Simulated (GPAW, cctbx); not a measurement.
# How far are the atoms of MgPbO2 from free atoms?

Question: by how much does bonding change the X-ray structure factors of MgPbO2, how firmly does DFT give the change, and what does a routine refinement make of it?

The start was made by putting kin elements into a known structure type; the compound need not exist, or be stable, in this form. All numbers below are calculated.

### 1. Relax the structure

The density hangs on the geometry, so cell and atoms are relaxed first, with the symmetry held. The cutoff is set higher than for the density because stress converges slowly with plane waves.

Settings: GPAW 26.7.0, PBE, 900 eV, 5×5×5 k-points, Fermi–Dirac width 0.05 eV, BFGS to 0.03 eV/Å.

```text
cell
1.0
    -1.720500000    2.979993414    0.000000000
    -3.441000000    0.000000000    0.000000000
    -1.720500000    0.993331138    5.273000000
Pb Mg O
1 1 2
Direct
0.500000000 0.500000000 0.500000000
0.000000000 0.000000000 0.000000000
0.248933331 0.248933331 0.253200007
0.751066669 0.751066669 0.746799993
```

```console
$ OMP_NUM_THREADS=1 mpirun -n 4 gpaw python run.py > gpaw.log
```

```text
BFGS:    0      -20.938412        3.667627
BFGS:    1      -21.339109        2.991593
BFGS:    2      -22.019555        1.127209
BFGS:    3      -22.142640        0.606753
...
BFGS:   10      -22.307679        0.177906
BFGS:   11      -22.310433        0.083107
BFGS:   12      -22.311152        0.024730
cell  3.3202 3.3202 6.0489  74.07 74.07 60.00
volume 54.772 A^3, largest force 0.023 eV/A, largest stress 0.02 GPa
```

After 12 steps the volume has changed by +1.3 % and the energy by -1.373 eV; the largest stress left is 0.02 GPa. It took 2.5 min on 4 cores of Intel(R) Xeon(R) Platinum 8488C (Sapphire Rapids) (shared host), peak memory 1.4 GiB.

Relaxed structure: R-3m (no. 166), a = 3.3202 Å, b = 3.3202 Å, c = 17.2113 Å, α = 90.00°, β = 90.00°, γ = 120.00°.

```
atom  mult.    x    y       z
 Pb1      3  1/3  2/3     1/6
 Mg1      3    0    0       0
  O1      6  2/3  1/3  0.0652
```

### 2. The all-electron density

X-rays see the whole electron density, so the PAW density is rebuilt with its core regions. Subtracting spherical free atoms from the same code cancels the cores and leaves the deformation density Δρ, the part due to bonding.

Settings: PBE, 550 eV, 7×7×7 k-points, Fermi–Dirac width 0.05 eV; primitive cell of 4 atoms.

```console
$ OMP_NUM_THREADS=1 mpirun -n 4 gpaw python run.py > gpaw.log
```

```text
|iter:   1|       0s |  -25.724482 | +0.18 |       |
|iter:   2|       1s |  -24.504801 | -1.38 | -0.96 |
|iter:   3|       3s |  -21.969469 | -0.46 | -1.02 |
...
|iter:   8|      10s |  -21.926146c| -6.05 | -3.67 |
|iter:   9|      12s |  -21.926147c| -7.36 | -4.25c|
|iter:  10|      13s |  -21.926147c| -7.99c| -5.11c|
```

```text
gpts.py:43: UserWarning: Initial realspace grid (18,18,35) inconsistent with symmetries.
gpts.py:43: UserWarning: Initial realspace grid (18,18,35) inconsistent with symmetries.
gpts.py:43: UserWarning: Initial realspace grid (18,18,35) inconsistent with symmetries.
gpts.py:43: UserWarning: Initial realspace grid (18,18,35) inconsistent with symmetries.
gpts.py:70: UserWarning: Using symmetrized grid: (35,35,35).
gpts.py:70: UserWarning: Using symmetrized grid: (35,35,35).
gpts.py:70: UserWarning: Using symmetrized grid: (35,35,35).
gpts.py:70: UserWarning: Using symmetrized grid: (35,35,35).
grid (70, 70, 70)  electrons 110.000  moved by bonding 1.024 e
deformation density beyond 0.5 A of the nuclei: max 0.183, min -0.065 e/A^3
atom        x       y       z   Voronoi charge  moment
Pb1    0.5000  0.5000  0.5000      0.400       0.00
Mg2    0.0000  0.0000  0.0000      0.380       0.00
O 3    0.2681  0.2681  0.1956     -0.390       0.00
O 4    0.7319  0.7319  0.8044     -0.390       0.00
mean inner potential of superposed free atoms 19.482 V
total magnetic moment 0.000 muB
```

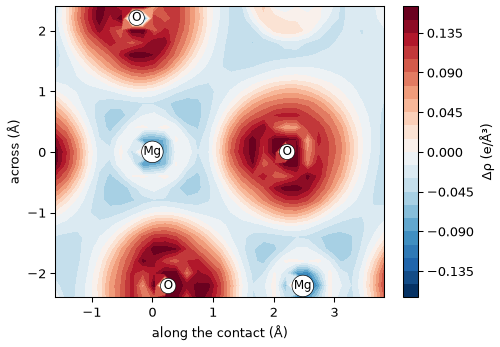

Deformation density in a plane through the shortest contact of the Mg atom at the origin; red gains electrons, blue loses them.

O gains most (-0.39 e) and Pb loses most (+0.40 e); O is the most electronegative element, but the order of the others doesn't follow electronegativity. Such charges fall far short of formal ones, since overlapping free atoms already put density on their neighbours. Along the shortest contact from the Mg atom at the map's origin, Mg–O at 2.22 Å, Δρ is +0.03 e/Å³ at the midpoint and highest, +0.17, 1.67 Å from Mg (points within 0.5 Å of a nucleus left out): little piles up between the atoms, as in an ionic contact (the run has a band gap). At the midpoints of other shortest contacts it is 0.00 (Pb–O, 2.59 Å), -0.02 (O–O, 2.95 Å), -0.03 (Pb–Pb, 3.32 Å) and -0.02 (Mg–Mg, 3.32 Å) e/Å³. Point values carry grid noise of about 0.01 e/Å³. The run needed 10 iterations, 23 s.

### 3. From the density to structure factors

The Fourier components of Δρ, added to those of the free atoms, give the static X-ray structure factors; the Mott–Bethe relation turns them into the Fourier components V of the potential that fast electrons feel.

```text
static structure factors of the conventional cell: F in electrons, V (Mott-Bethe) in volts
   h  k  l      d  |F| table  |F| free   |F| DFT   change   |V| free  |V| DFT  change %
   0  0  3  5.7371   188.436   188.145   187.464   -0.681     5.286    5.912     11.8
   0  0  6  2.8685   214.070   214.150   212.438   -1.711     7.035    7.428      5.6
   1  0  1  2.8361   191.308   191.158   191.550    0.391     5.453    5.365     -1.6
   1  0 -2  2.7272   205.098   205.218   203.171   -2.047     6.229    6.654      6.8
   1  0  4  2.3907   261.663   261.353   263.003    1.650    10.163    9.900     -2.6
   1  0 -5  2.2068   193.784   193.676   194.491    0.816     5.736    5.625     -1.9
   0  0  9  1.9124   193.875   193.795   194.586    0.791     5.841    5.760     -1.4
   1  0  7  1.8687   149.399   149.528   149.182   -0.346     2.543    2.577      1.3
   1  0 -8  1.7226   225.503   225.340   225.647    0.307     7.122    7.097     -0.4
   1  1  0  1.6601   231.591   231.412   231.667    0.255     7.579    7.560     -0.3
   1  1  3  1.5947   152.446   152.516   152.519    0.002     2.936    2.936     -0.0
   1  0 10  1.4768   188.609   188.492   188.731    0.239     4.469    4.455     -0.3
   1  1  6  1.4368   179.023   178.898   179.131    0.233     3.795    3.782     -0.4
   0  0 12  1.4343   199.432   199.305   199.218   -0.087     5.300    5.305      0.1
```

The largest X-ray change is -2.05 e on 1 0 -2, 1.0 % of |F|. For electrons V goes as (Z − F)/g², so a change of F counts against Z − F, which is small at low angle and wherever the atoms' terms cancel: |V| of 003 moves by +11.8 % (5.29 to 5.91 V) against -0.4 % in |F|. The tabulated Hartree–Fock atoms differ from the free DFT atoms by up to 0.31 e, so the choice of reference atom matters too.

### 4. How cheap can the run be?

Cutoff and k-mesh: one is changed at a time, to find what the result needs.

```csv
run,ΔF 1 0 -2 (e),ΔF 006 (e),ΔF 104 (e),q(O) (e),moved (e),time
550 eV 7×7×7,-2.047,-1.711,+1.650,-0.390,1.024,23 s
250 eV 7×7×7,-1.213,-1.120,+0.774,-0.332,1.447,10 s
350 eV 7×7×7,-1.860,-1.580,+1.451,-0.385,1.144,14 s
750 eV 7×7×7,-2.053,-1.716,+1.651,-0.392,1.029,31 s
550 eV 3×3×3,-2.063,-1.721,+1.670,-0.394,1.035,10 s
550 eV 4×4×4,-2.056,-1.717,+1.656,-0.392,1.027,14 s
```

Within 0.04 e of the base on all three: 550 eV 3×3×3, 550 eV 4×4×4 and 750 eV 7×7×7. The largest error, 0.876 e, comes with 250 eV 7×7×7. The moved charge is off by up to 41 % among these runs. Times are from shared hosts.

### 5. Refining ordinary atoms against data with bonding

Routine crystallography fits spherical atoms. To see the bias, intensities are simulated from tabulated atoms plus the DFT change ΔF, so that bonding alone can misfit (1834 reflections of the full sphere, merged to the counts below, to 0.5 Å, 1.5 % proportional noise plus counting noise, assumed isotropic U as listed, Δρ smeared by the mean U) and refined with cctbx over different ranges.

| range | data | R1 | GooF | U Pb1 (true 0.005) | U Mg1 (true 0.0098) | U O1 (true 0.0109) | largest shift (Å) | Δρ max, min (e/Å³) |
| --- | --- | --- | --- | --- | --- | --- | --- | --- |
| all data | 209 | 0.0032 | 1.02 | 0.0050 | 0.0098 | 0.0109 | 0.0007 | 0.40, -0.30 |
| low resolution, d > 0.84 | 52 | 0.0037 | 1.21 | 0.0050 | 0.0098 | 0.0111 | 0.0009 | 0.35, -0.27 |
| high order, d < 0.75 | 138 | 0.0031 | 0.99 | 0.0050 | 0.0098 | 0.0109 | 0.0010 | 0.29, -0.29 |
| occupancies free, d > 0.7 | 86 | 0.0034 | 1.10 | 0.0050 | 0.0099 | 0.0114 | 0.0003 | 0.38, -0.26 |

With all data GooF is 1.02, so at this noise the bonding hardly shows; the top residual peak, near noise level, lies 0.67 Å from Pb and 2.20 Å from O. No U is off by more than 3 s.u. at low resolution. With Pb1 held at 1 and the scale free, the other occupancies refine to Mg1 1.001(0.009) and O1 1.018(0.011), within three s.u. of full.

### 6. Answer

Bonding moves 1.02 e in the primitive cell of MgPbO2 and changes the structure factors of the conventional cell in the table above by at most 2.05 e (1 0 -2, 1.0 %). The shortest bond, Mg–O, has Δρ = +0.03 e/Å³ at its midpoint, which with the charge transfer marks a mainly ionic contact. Within 0.04 e of the base on all three: 550 eV 3×3×3, 550 eV 4×4×4 and 750 eV 7×7×7. The largest error, 0.876 e, comes with 250 eV 7×7×7. The moved charge is off by up to 41 % among these runs. With all data GooF is 1.02, so at this noise the bonding hardly shows. Limits: static density, frozen cores, no spin–orbit coupling.

[Outputs are excerpts: Python notices, other lines and further rows are left out; steps that failed or that the build refused (PBEsol, TPSS) are not shown.]

[Logs are printed without paths, hosts, clocks, repeated set-up lines and the standing remarks that a program may print on its own settings, such as how far it seeks lower states.]
